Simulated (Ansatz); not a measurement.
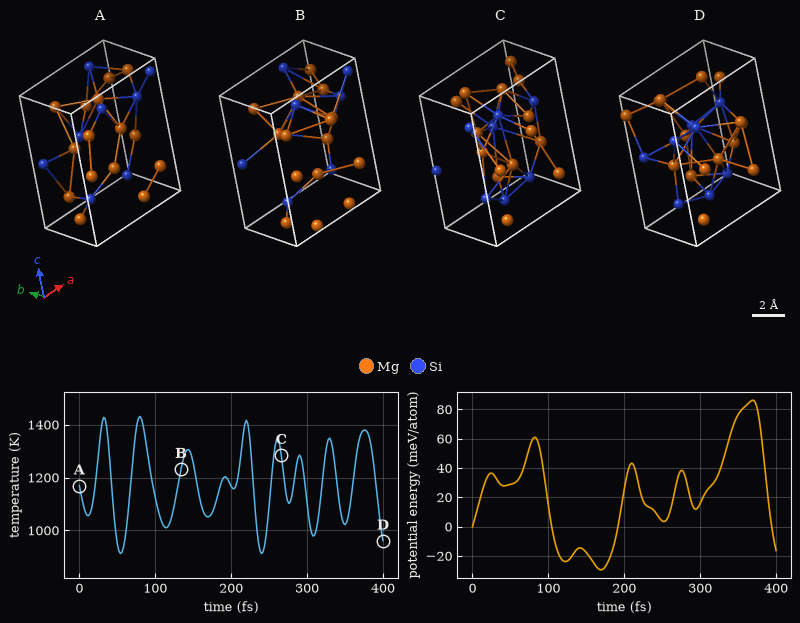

Molecular dynamics of Mg2Si with a Mg vacancy (23 atoms in the cell), 400 fs long. It starts from the last geometry of an earlier run, with fresh velocities. Frames (A at 0 fs, B at 134 fs, C at 266 fs, D at 400 fs) and the history of the run. Style: ball-and-stick. Shown: the reduced simulation cell, slightly off an axis. Atoms that leave the cell re-enter on the other side. Bonds to atoms that aren't drawn are left out. Lengths and directions refer to the drawn axes.

These are results of DFT LDA, scalar-relativistic, plane waves, PAW in Ansatz, not measurements. Set-up: plane-wave cutoff 420 eV; k-point mesh 1 × 1 × 1; Fermi-Dirac smearing 0.05 eV; low-accuracy preset; Nosé-Hoover thermostat (NVT); set temperature 1170 K; time step 2 fs; thermostat time 10.0 fs.

Describe the run.

Answer. Over the second half the temperature averages 1184 K (spread ±135 K). The potential energy in the second half lies on average 35.0 meV per atom above the first frame. Root-mean-square distances from the starting positions over the second half, with the common drift of all atoms taken out: Mg 1.01 Å, Si 0.97 Å. That is a large part of the typical shortest distance between atoms in the first frame, about 2.5 Å and still growing: the atoms leave their places as in a liquid. Bond changes: one Si–Si bond forms at about 302 fs. The thermostat's time constant is so short that it disturbs the motion.

Limits of the set-up: the program's low-accuracy preset was used.
